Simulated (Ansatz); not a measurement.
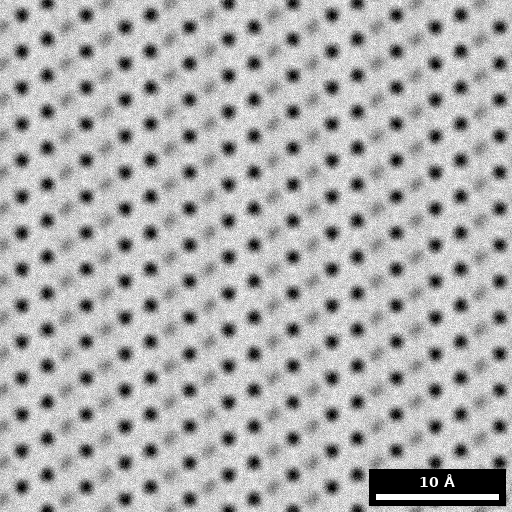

Phase-contrast TEM-like image of Ta$_{3}$Si$_{2}$ (R-3m, No. 166). Simulated in the weak-phase-object approximation with neutral-atom potentials: 80 kV, Cs = 10 µm, defocus −78 Å (negative is underfocus), defocus spread 12 Å, aperture 0.92 1/Å. Shot noise was added. Structure: the end point of a relaxation with DFT PBE, scalar-relativistic, plane waves, PAW (Ansatz); the starting structure was generated, so it need not be a known form of this composition.

```cif
data_structure
_symmetry_space_group_name_H-M 'R-3m:H'
_symmetry_Int_Tables_number 166
_cell_length_a 3.4479
_cell_length_b 3.4479
_cell_length_c 25.5063
_cell_angle_alpha 90.000
_cell_angle_beta 90.000
_cell_angle_gamma 120.000
_cell_volume 262.59
loop_
_atom_site_label
_atom_site_type_symbol
_atom_site_symmetry_multiplicity
_atom_site_Wyckoff_symbol
_atom_site_fract_x
_atom_site_fract_y
_atom_site_fract_z
_atom_site_occupancy
Ta1 Ta 3 a 0.00000 0.00000 0.00000 1
Ta2 Ta 6 c 0.00000 0.00000 0.20761 1
Si1 Si 6 c 0.33333 0.66667 0.06312 1
```

Which beam direction gives this image, [310], [210], [201] or [100]? (Directions equivalent by symmetry count as one.)

[100]. The projected cells are 1.13 × 8.51 Å, 93° for [310]; 1.72 × 8.50 Å, 90° for [210]; 1.14 × 2.95 Å, 99° for [201]; 2.99 × 8.56 Å, 97° for [100], and the image repeats as the [100] one does.
